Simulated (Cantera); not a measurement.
Feed: 1 mol SiH4, a varied amount of N2O, equilibrated at 902 °C and 10.0 mbar.

Method: chemical equilibrium by Gibbs-energy minimisation in Cantera with the NASA 1993 tables (ideal gas, pure condensed phases). Candidate condensed phases: H2O, Si, SiO2, Si2N2O, Si3N4; 35 gas species. Mutual solubility and eutectic melting of coexisting phases are not modelled. The tables hold silica as quartz up to 1696 K and as liquid above; real silica turns to tridymite and cristobalite and melts near 1996 K. Kinetics and transport are ignored.

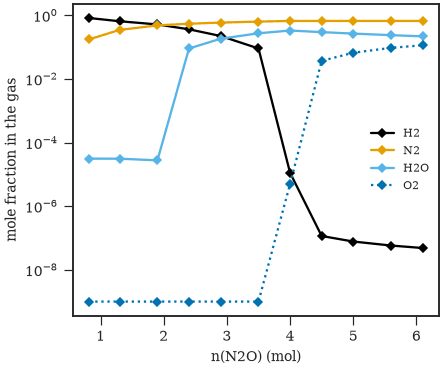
Figure. Equilibrium gas composition (values under 1e-9 drawn at 1e-9)

Task: Read off the mole fractions at 1.9 mol N2O.

Result: H2 about 0.52, N2 about 0.48, H2O about 2.8e-5.
